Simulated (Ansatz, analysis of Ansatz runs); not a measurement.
**LaS2 (P2_1/c), nudged elastic band: V_S hop (2.1 Å) (q = 0)**

Wanted: path and barrier of a jump of S in LaS2 (P2_1/c) at charge 0. The case: V_S hop (2.1 Å), in a cell of 36 host atoms with 1 S taken out.

Program: Ansatz 0.2.0. Level of theory: plane-wave PAW DFT, r2SCAN; nudged elastic band between two relaxed defect structures. Results are calculated unless marked as measured.

### Step 1. Set-up

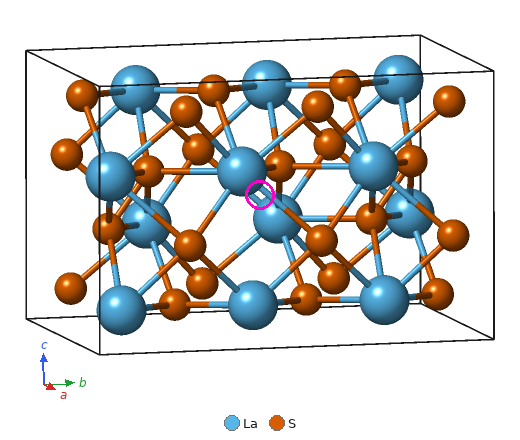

The starting structure, seen slightly off an axis (lanthanum blue, sulfur orange). A ring marks the centre wherever it is empty.

The cell holds 35 atoms: 12 La and 23 S. Cell: a = 8.215 Å, b = 12.448 Å, c = 8.226 Å, α = 90.0°, β = 90.1°, γ = 90.0°. It derives from LaS2 (space group P2_1/c). Nearest the centre at fractional (0.000, 0.667, 0.500): S31 at 1.06 Å, La15 at 2.79 Å, La24 at 2.79 Å, S22 at 3.36 Å, S32 at 3.36 Å, S18 at 3.56 Å, S28 at 3.56 Å, S19 at 3.63 Å.

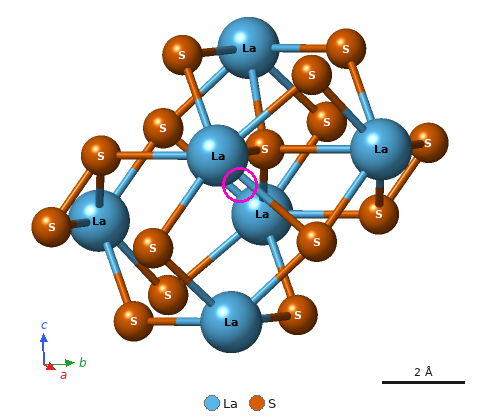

The atoms within 5 Å of the centre. A ring marks the centre wherever it is empty.

The cell's shortest repeat is 8.2 Å.

### Step 2. Relaxation of the start point, charge 0

A barrier is counted from a minimum, so both ends are relaxed first. Small random displacements break the symmetry of the ideal sites, so that the defect can distort if it gains by it.

q0.start/input.yaml reads:

```yaml
crystal:
  lattice:
    - [8.21549923, 0.0, -0.00141922]
    - [0.0, 12.44759758, 0.0]
    - [-0.01047001, 0.0, 8.22626604]
  atoms:
    - { symbol: La, position: [0.72317534, 0.09724932, 0.36952092] }
    - { symbol: La, position: [0.27682466, 0.26391599, 0.13047908] }
    - { symbol: La, position: [0.27682466, 0.23608401, 0.63047908] }
    - { symbol: La, position: [0.72317534, 0.06941735, 0.86952092] }
    - { symbol: S, position: [0.00265181, 0.11668148, 0.1045882] }
    - { symbol: S, position: [0.99734819, 0.28334815, 0.3954118] }
    - { symbol: S, position: [0.99734819, 0.21665185, 0.8954118] }
    - { symbol: S, position: [0.00265181, 0.04998518, 0.6045882] }
    - { symbol: S, position: [0.36527684, 0.0882469, 0.3739546] }
    - { symbol: S, position: [0.63472316, 0.25491357, 0.1260454] }
    - { symbol: S, position: [0.63472316, 0.24508643, 0.6260454] }
    - { symbol: S, position: [0.36527684, 0.07841977, 0.8739546] }
    - { symbol: La, position: [0.72317534, 0.43058265, 0.36952092] }
    - { symbol: La, position: [0.27682466, 0.59724932, 0.13047908] }
    - { symbol: La, position: [0.27682466, 0.56941735, 0.63047908] }
    - { symbol: La, position: [0.72317534, 0.40275068, 0.86952092] }
    - { symbol: S, position: [0.00265181, 0.45001482, 0.1045882] }
    - { symbol: S, position: [0.99734819, 0.54998518, 0.8954118] }
    - { symbol: S, position: [0.00265181, 0.38331852, 0.6045882] }
    - { symbol: S, position: [0.36527684, 0.42158023, 0.3739546] }
    - { symbol: S, position: [0.63472316, 0.5882469, 0.1260454] }
    - { symbol: S, position: [0.63472316, 0.57841977, 0.6260454] }
    - { symbol: S, position: [0.36527684, 0.4117531, 0.8739546] }
    - { symbol: La, position: [0.72317534, 0.76391599, 0.36952092] }
    - { symbol: La, position: [0.27682466, 0.93058265, 0.13047908] }
    - { symbol: La, position: [0.27682466, 0.90275068, 0.63047908] }
    - { symbol: La, position: [0.72317534, 0.73608401, 0.86952092] }
    - { symbol: S, position: [0.00265181, 0.78334815, 0.1045882] }
    - { symbol: S, position: [0.99734819, 0.95001482, 0.3954118] }
    - { symbol: S, position: [0.99734819, 0.88331852, 0.8954118] }
    - { symbol: S, position: [0.00265181, 0.71665185, 0.6045882] }
    - { symbol: S, position: [0.36527684, 0.75491357, 0.3739546] }
    - { symbol: S, position: [0.63472316, 0.92158023, 0.1260454] }
    - { symbol: S, position: [0.63472316, 0.9117531, 0.6260454] }
    - { symbol: S, position: [0.36527684, 0.74508643, 0.8739546] }
basis:
  ecutwfc: 500
  xc_grid: 2
hamiltonian:
  xc: r2scan
kpoints:
  mp_grid: { grid: [1, 1, 1], shift: [0.25, 0.25, 0.25] }
scf:
  occupations: { method: fixed }
  max_iter: 80
output:
  forces: true
relax:
  f_tol: 0.02
  max_steps: 70
  random_displacement: { amplitude: 0.03, seed: 1359 }
```

Launch:

```sh
$ ansatz run input.yaml --threads 4 --pin off --max-ram 7536MiB --backend cpu --events-out ev --progress --plain --runs-dir out
```

Numbers of over 12 decimals in the logs are rounded to 6 here.

The program printed:

```text
[... repeated set-up lines and file paths are left out, and long positions are rounded to six places ...]
The last accepted step is kept in <dir> (removed where the run ends without a failure and the disk answers)
Engine: ansatz 0.2.0, aarch64-unknown-linux-gnu
Pseudopotentials: kind: paw
Pseudopotential: La, paw, valence charge 11, recommended cutoff 500 eV (meta_gga), La.paw.azcp
Pseudopotential: S, paw, valence charge 6, recommended cutoff 500 eV (meta_gga), S.paw.azcp
Functional definition: r2SCAN
  parameter k0 = 0.174
  parameter k1 = 0.065
  parameter a1 = 4.9479
  exchange = r2scan_x(k0 = k0, k1 = k1, a1 = a1)
  correlation = r2scan_c
Crystal: 35 atoms, lattice volume = 841.244 Å³
Basis set: ecut = 500 eV, 21351 PW (Γ), exchange–correlation on 120×192×120 points (8 copies of the dense FFT grid, shifted against one another)
Bands: 170, of which v1, the nominal top of the filled ones, is band 135 counted from 1 (134 counted from 0)
Symmetry: 1 space group operations
k-points: 1
Non-local potential: La, projectors of the file, l = 0: 3, l = 1: 2, l = 2: 2, l = 3: 3
Non-local potential: S, projectors of the file, l = 0: 2, l = 1: 2, l = 2: 2
PAW form: soft (Blöchl's): semilocal exchange-correlation on the pseudo side does not see the compensation charge
PAW frozen core: La, regenerated for the run's functional (the file was generated under x = pbe(κ = 0.804, μ = 0.219515), c = pbe(β = 0.066725))
PAW frozen core: S, regenerated for the run's functional (the file was generated under x = pbe(κ = 0.804, μ = 0.219515), c = pbe(β = 0.066725))
PAW one-centre angular grid: La, 974 points (default); XC on 160 Gauss nodes
PAW one-centre angular grid: S, 302 points (default); XC on 160 Gauss nodes
Initial density: superposition of atomic densities (neutral atoms: chi_scale 0, normalization atom), corrected by the library's trained network
Initial wavefunctions: pseudopotential atomic-orbital guess
Functional: x = r2scan, c = r2scan; τ floored in thin density (d = 2e-4 eV/Å³)
SCF iter   1: F=—  HF=-96085.281638 eV  |F-HF|=—  |Δ(HF+E_count)|=         —  Δρ=8.50e-3  dr2=9.25e-1  dr2_τ=2.04e-1  ethr=1.77e-3  ⟨swp⟩=6.0  Hψ=651  notcnv=0  defer=33
preconditioner: auto → Resta (q_TF=auto, 2.258 Å⁻¹)  ε∞=4.0  [insulator: Δε(μ)=1.786 eV  Ē_g=11.508 eV  n_scr=152 (ndim 8)  ℏωp=20.1 eV  f_vac=0.004  ε∞_Penn≈4.0]
SCF iter   2: F=—  HF=-96085.799709 eV  |F-HF|=—  |Δ(HF+E_count)|=   5.18e-1  Δρ=4.04e-3  dr2=1.57e-1  dr2_τ=8.08e-3  ethr=3.43e-4  ⟨swp⟩=4.0  Hψ=313  notcnv=0  defer=33
SCF iter   3: F=—  HF=-96085.782053 eV  |F-HF|=—  |Δ(HF+E_count)|=   1.77e-2  Δρ=1.11e-3  dr2=7.75e-3  dr2_τ=4.49e-4  ethr=5.83e-5  ⟨swp⟩=4.0  Hψ=285  notcnv=0  defer=33
SCF iter   4: F=—  HF=-96085.784425 eV  |F-HF|=—  |Δ(HF+E_count)|=   2.37e-3  Δρ=3.48e-4  dr2=2.20e-3  dr2_τ=1.45e-4  ethr=2.87e-6  ⟨swp⟩=3.0  Hψ=300  notcnv=0  defer=33
SCF iter   5: F=—  HF=-96085.784191 eV  |F-HF|=—  |Δ(HF+E_count)|=   2.34e-4  Δρ=8.95e-5  dr2=1.39e-4  dr2_τ=2.40e-6  ethr=8.16e-7  ⟨swp⟩=2.0  Hψ=210  notcnv=0  defer=33
SCF iter   6: F=—  HF=-96085.784211 eV  |F-HF|=—  |Δ(HF+E_count)|=   2.04e-5  Δρ=4.23e-5  dr2=3.68e-5  dr2_τ=1.78e-6  ethr=5.16e-8  ⟨swp⟩=2.0  Hψ=272  notcnv=0  defer=33
SCF iter   7: F=-96085.784205 eV  HF=-96085.784206 eV  |F-HF|=9.30e-7  |Δ(HF+E_count)|=   4.88e-6  Δρ=1.39e-5  dr2=2.87e-6  dr2_τ=4.18e-8  ethr=3.70e-9  ⟨swp⟩=5.0  Hψ=581  notcnv=0
SCF 1 converged in 7 iterations: F = -96085.784205 eV  dr2 = 2.87e-6
  greatest PAW one-centre occupation: 0.967 electrons in one spin orbital (limit 2), on the La atom at site 23 (counted from 0), in its partial waves of l = 0
relax step   1: F+E_penalty+E_count = -96085.78420549 eV  Δ(F+E_penalty+E_count) = +0.000e0 eV  max|allowed force component| = 7.573e-1 eV/Å  Δτ_max = 0.0000 Å  (7 SCF iters, dr2 threshold 1.00e-5 eV, accepted)
[... the SCF cycles and remarks between the steps are left out from here to the last step ...]
relax step   2: F+E_penalty+E_count = -96086.13295178 eV  Δ(F+E_penalty+E_count) = -3.487e-1 eV  max|allowed force component| = 6.848e-1 eV/Å  Δτ_max = 0.1950 Å  (6 SCF iters, dr2 threshold 3.58e-5 eV, accepted)
relax step   3: F+E_penalty+E_count = -96086.30695812 eV  Δ(F+E_penalty+E_count) = -1.740e-1 eV  max|allowed force component| = 2.347e-1 eV/Å  Δτ_max = 0.1194 Å  (5 SCF iters, dr2 threshold 2.93e-5 eV, accepted)
relax step   4: F+E_penalty+E_count = -96086.33127851 eV  Δ(F+E_penalty+E_count) = -2.432e-2 eV  max|allowed force component| = 9.373e-2 eV/Å  Δτ_max = 0.0654 Å  (5 SCF iters, dr2 threshold 6.47e-6 eV, accepted)
relax step   5: F+E_penalty+E_count = -96086.33814620 eV  Δ(F+E_penalty+E_count) = -6.868e-3 eV  max|allowed force component| = 2.612e-2 eV/Å  Δτ_max = 0.0262 Å  (5 SCF iters, dr2 threshold 1.03e-6 eV, accepted)
SCF iter   1: F=—  HF=-96086.337919 eV  |F-HF|=—  |Δ(HF+E_count)|=         —  Δρ=1.83e-4  dr2=3.93e-4  dr2_τ=5.75e-4  ethr=1.14e-6  ⟨swp⟩=3.0  Hψ=325  notcnv=0  defer=33
SCF iter   2: F=—  HF=-96086.338741 eV  |F-HF|=—  |Δ(HF+E_count)|=   8.22e-4  Δρ=9.28e-5  dr2=6.09e-5  dr2_τ=2.33e-6  ethr=1.46e-7  ⟨swp⟩=2.0  Hψ=314  notcnv=0  defer=33
SCF iter   3: F=—  HF=-96086.338374 eV  |F-HF|=—  |Δ(HF+E_count)|=   3.67e-4  Δρ=2.44e-5  dr2=4.51e-6  dr2_τ=1.81e-7  ethr=2.26e-8  ⟨swp⟩=2.0  Hψ=206  notcnv=0  defer=28
SCF iter   4: F=—  HF=-96086.338375 eV  |F-HF|=—  |Δ(HF+E_count)|=   1.53e-6  Δρ=5.31e-6  dr2=3.13e-7  dr2_τ=1.61e-8  ethr=1.67e-9  ⟨swp⟩=3.0  Hψ=276  notcnv=0  defer=28
SCF iter   5: F=-96086.338375 eV  HF=-96086.338375 eV  |F-HF|=5.54e-9  |Δ(HF+E_count)|=   1.28e-7  Δρ=1.67e-6  dr2=3.41e-8  dr2_τ=1.90e-9  ethr=3.70e-11  ⟨swp⟩=4.0  Hψ=579  notcnv=0
SCF 6 converged in 5 iterations: F = -96086.338375 eV  dr2 = 3.41e-8
relax step   6: F+E_penalty+E_count = -96086.33837526 eV  Δ(F+E_penalty+E_count) = -2.291e-4 eV  max|allowed force component| = 1.085e-2 eV/Å  Δτ_max = 0.0042 Å  (5 SCF iters, accepted)
SCF converged after 5 iterations
the last check of whether an eigenvalue changes by more than its tolerance under the output density was not made (final_scf_spared)
Free energy (F): -96086.338375 eV
Harris-Foulkes:  -96086.338375 eV  (|F-HF|=5.54e-9)
Internal energy: -96086.338375 eV  (E = F + TS)
E sigma→0 (E₀):  -96086.338375 eV
Fermi energy:    8.301709 eV
--- Per-component energies (eV) ---
  E_band       = -548.180987
  E_kinetic    = 4750.505939
  E_local      = -6185.620219  (includes V_loc(G=0)·N_el)
  E_nonlocal   = 1785.983844
  E_hartree    = 1947.687596
  E_xc         = -3709.006230
  E_vxc        = -4110.416299  (∫ρ·V_xc dr)
  E_paw        = -79276.831272  (= ΣΔE_a)
  E_vpaw       = -880.980599  (= ΣTr[D̂ρ^β])
  E_aug_tail   = 0.000024  (compensation charges beyond the density's cutoff)
  E_vtau       = 196.969686  (kinetic-family band-sum trace: ∫τ·v_τ [+ j·A + Jᵃ·Aᵃ] dr)
  E_ewald      = -15397.355571
  E_core_change = -1.702487  (= ΣΔE_core)
  E_smearing   = -0.000000  (= −TS)
  E_closure    = 0.000000  (closes the sum)
  Σ components = -96086.338375   (vs F -96086.338375, Δ=0.00e0)
--- Forces (eV/Å), atoms counted from 1 ---
  atom   1  La     0.00067506    -0.00143687     0.00007947
  atom   2  La     0.00052225     0.00156987     0.00063976
  atom   3  La    -0.00001323     0.00080728    -0.00040615
  atom   4  La     0.00085369    -0.00034807     0.00171859
  atom   5  S      0.00060378    -0.00238382    -0.00211248
  atom   6  S     -0.00079575    -0.00085907     0.00230540
  atom   7  S     -0.00056670    -0.00109424    -0.00060916
  atom   8  S     -0.00030691     0.00158416    -0.00156184
  atom   9  S     -0.00078214     0.00140316     0.00189569
  atom  10  S      0.00023341    -0.00039874     0.00115451
  atom  11  S      0.00029125    -0.00090202    -0.00033854
  atom  12  S      0.00032178     0.00008977     0.00016799
  atom  13  La     0.00012833    -0.00109002     0.00179173
  atom  14  La    -0.00544540     0.00104655     0.00132726
  atom  15  La    -0.00205086     0.00138764    -0.00050222
  atom  16  La     0.00202642     0.00100705    -0.00166007
  atom  17  S      0.00086969     0.00014293    -0.00015385
  atom  18  S     -0.00037397    -0.00026690     0.00005776
  atom  19  S     -0.00036440    -0.00209462    -0.00059973
  atom  20  S      0.00015538    -0.00025024     0.00036834
  atom  21  S      0.00016619    -0.00068381    -0.00075512
  atom  22  S      0.00071352    -0.00054661    -0.00038512
  atom  23  S      0.00059391    -0.00099422     0.00145075
  atom  24  La     0.00389928     0.00070931     0.00202502
  atom  25  La    -0.00119368    -0.00252384    -0.00511738
  atom  26  La    -0.00196889     0.00177562     0.00235691
  atom  27  La     0.00199060     0.00152370     0.00096934
  atom  28  S     -0.00010882     0.00565952    -0.01083847
  atom  29  S      0.00015150    -0.00199530    -0.00044978
  atom  30  S      0.00020775    -0.00304660     0.01021380
  atom  31  S     -0.00121059     0.00076376    -0.00195691
  atom  32  S     -0.00105776     0.00066159    -0.00067079
  atom  33  S      0.00143331    -0.00001027    -0.00052741
  atom  34  S     -0.00075404     0.00151178    -0.00000698
  atom  35  S     -0.00030625    -0.00074021     0.00059618
  max |Σ_I F_I| component: 1.46e-3 eV/Å
--- Relaxed structure (6 steps of the walk, 6 accepted, 0 SCFs on fresh bases) ---
  F+E_penalty+E_count = -96086.33837526 eV   max|allowed force component| = 1.085e-2 eV/Å
  atoms:
    - { symbol: La, position: [0.717089, 0.094862, 0.372664] }
    - { symbol: La, position: [0.273650, 0.264303, 0.128177] }
    - { symbol: La, position: [0.270681, 0.236961, 0.630050] }
    - { symbol: La, position: [0.717525, 0.069234, 0.872652] }
    - { symbol: S, position: [-0.002168, 0.121185, 0.108969] }
    - { symbol: S, position: [0.996683, 0.283406, 0.391480] }
    - { symbol: S, position: [0.991946, 0.219347, 0.897910] }
    - { symbol: S, position: [-0.001222, 0.050619, 0.611283] }
    - { symbol: S, position: [0.360539, 0.089113, 0.375624] }
    - { symbol: S, position: [0.630932, 0.253911, 0.124341] }
    - { symbol: S, position: [0.630335, 0.246243, 0.625669] }
    - { symbol: S, position: [0.361139, 0.078705, 0.874272] }
    - { symbol: La, position: [0.711709, 0.422802, 0.366797] }
    - { symbol: La, position: [0.291957, 0.594356, 0.118447] }
    - { symbol: La, position: [0.273255, 0.574387, 0.628487] }
    - { symbol: La, position: [0.726638, 0.404356, 0.868050] }
    - { symbol: S, position: [0.005287, 0.456916, 0.109452] }
    - { symbol: S, position: [0.999524, 0.553762, 0.895553] }
    - { symbol: S, position: [-0.000698, 0.393883, 0.590307] }
    - { symbol: S, position: [0.358809, 0.423111, 0.371265] }
    - { symbol: S, position: [0.646101, 0.588306, 0.127165] }
    - { symbol: S, position: [0.636189, 0.576595, 0.618622] }
    - { symbol: S, position: [0.367138, 0.413516, 0.871810] }
    - { symbol: La, position: [0.731281, 0.762250, 0.376788] }
    - { symbol: La, position: [0.281547, 0.930302, 0.133340] }
    - { symbol: La, position: [0.264410, 0.896032, 0.631894] }
    - { symbol: La, position: [0.740894, 0.734750, 0.861086] }
    - { symbol: S, position: [0.007362, 0.783488, 0.113678] }
    - { symbol: S, position: [0.994915, 0.953116, 0.398872] }
    - { symbol: S, position: [1.000154, 0.888730, 0.912029] }
    - { symbol: S, position: [-0.000562, 0.710241, 0.591386] }
    - { symbol: S, position: [0.363867, 0.748934, 0.371889] }
    - { symbol: S, position: [0.636685, 0.920957, 0.130277] }
    - { symbol: S, position: [0.629953, 0.911865, 0.624755] }
    - { symbol: S, position: [0.374180, 0.744332, 0.872320] }
```

Run time: 46 s. Hardware: 4 threads of Arm Neoverse V2, shared host; peak memory 1.5 GiB; 2.9 min of CPU time.

Relaxation path:

| step | energy less that of the first step (eV) | largest force component (eV/Å) |
| --- | --- | --- |
| 1 | 0.0000 | 0.7573 |
| 2 | -0.3487 | 0.6848 |
| 3 | -0.5228 | 0.2347 |
| 4 | -0.5471 | 0.0937 |
| 5 | -0.5539 | 0.0261 |
| 6 | -0.5542 | 0.0109 |

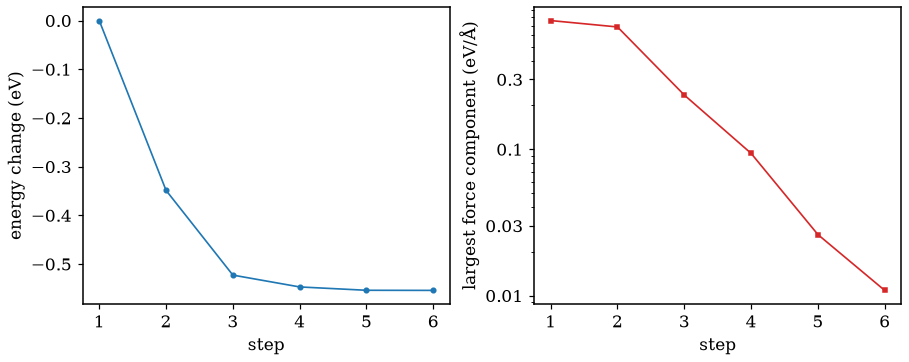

Energy and largest force along the relaxation.

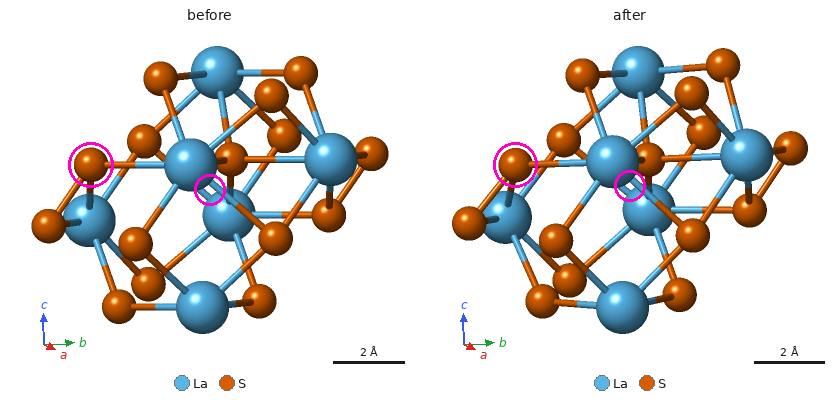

Before and after: the atoms that start within 5 Å of the centre. S19, which moves most, is ringed if it is among them. A ring with no atom in it marks the empty centre.

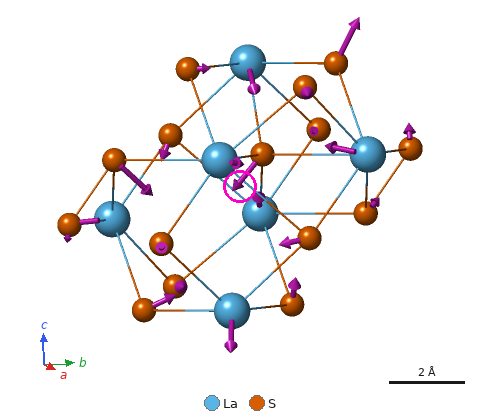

Displacements in the relaxation from the typed sites near the centre, exaggerated, the mean shift taken out; the longest in the cell stands for 0.17 Å. A ring marks the centre wherever it is empty.

The atoms that moved most (Å, from the sites as typed, ahead of the random displacement, the mean shift of all atoms taken out):

| atom | dx | dy | dz | length |
| --- | --- | --- | --- | --- |
| S19 | -0.024 | 0.127 | -0.116 | 0.174 |
| La14 | 0.128 | -0.040 | -0.097 | 0.166 |
| La27 | 0.149 | -0.021 | -0.068 | 0.165 |
| S30 | 0.026 | 0.063 | 0.138 | 0.154 |
| S31 | -0.023 | -0.084 | -0.107 | 0.138 |
| La13 | -0.091 | -0.101 | -0.021 | 0.137 |
| La26 | -0.099 | -0.088 | 0.013 | 0.133 |
| S21 | 0.097 | -0.003 | 0.011 | 0.098 |

The relaxed structure:

```xyz
35
Lattice="8.2155 0.0000 -0.0014 0.0000 12.4476 0.0000 -0.0105 0.0000 8.2263" Properties=species:S:1:pos:R:3 pbc="T T T"
La    5.8873    1.1808    3.0646
La    2.2468    3.2899    1.0540
La    2.2172    2.9496    5.1826
La    5.8857    0.8618    7.1776
S    -0.0190    1.5085    0.8964
S     8.1842    3.5277    3.2190
S     8.1399    2.7303    7.3850
S    -0.0164    0.6301    5.0286
S     2.9581    1.1092    3.0895
S     5.1821    3.1606    1.0220
S     5.1720    3.0651    5.1460
S     2.9578    0.9797    7.1915
La    5.8432    5.2629    3.0164
La    2.3973    7.3983    0.9740
La    2.2383    7.1497    5.1697
La    5.9606    5.0333    7.1398
S     0.0423    5.6875    0.9004
S     8.2022    6.8930    7.3656
S    -0.0119    4.9029    4.8560
S     2.9439    5.2667    3.0536
S     5.3067    7.3230    1.0452
S     5.2201    7.1772    5.0880
S     3.0071    5.1473    7.1712
La    6.0039    9.4882    3.0985
La    2.3116   11.5800    1.0965
La    2.1656   11.1535    5.1978
La    6.0778    9.1459    7.0825
S     0.0593    9.7525    0.9351
S     8.1695   11.8640    3.2798
S     8.2072   11.0626    7.5012
S    -0.0108    8.8408    4.8649
S     2.9855    9.3224    3.0587
S     5.2293   11.4637    1.0708
S     5.1688   11.3505    5.1385
S     3.0649    9.2652    7.1754
```

Neighbours of S31 at the end:

| atom | distance (Å) |
| --- | --- |
| La15 | 2.830 |
| La24 | 2.894 |
| La27 | 3.089 |
| S18 | 3.171 |
| La26 | 3.193 |
| S29 | 3.413 |
| S22 | 3.424 |
| S30 | 3.449 |

Read from the output:

```
free energy                                                                                       : -96086.3384 eV
largest move from the ideal geometry of this structure, a common shift of the far atoms taken out : 0.1824 Å
```

The relaxation gained 0.554 eV and ended with a largest force component of 0.011 eV/Å.

[end of part 1 of 3]

[Logs are printed without paths, hosts, clocks, repeated set-up lines and the standing remarks that a program may print on its own settings, such as how far it seeks lower states.]

[Hosts, paths, dates, database ids (printed as entryN), source tags and the programs' standing remarks are cut or masked in the printed files.]
